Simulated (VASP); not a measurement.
Band structure of BaTiO3 (space group P4mm). Level of theory: r2SCAN+rVV10, VASP's PBE PAW potentials (set 64) (plane waves; VASP).

Unless said otherwise, spin-orbit coupling is left out, though it shifts the bands of the heavy elements here.

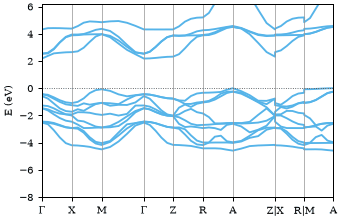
Bands along high-symmetry lines, zero at the valence-band maximum or, without a gap, the Fermi level

Q: Read the plot: is there a gap, and where are the band edges?

A: The gap is indirect, 2.18 eV, from the valence maximum at A to the conduction minimum at Γ.

The structure comes from a measured BaTiO3 entry (P4mm) of the Crystallography Open Database, whose conditions weren't checked. It was relaxed first.
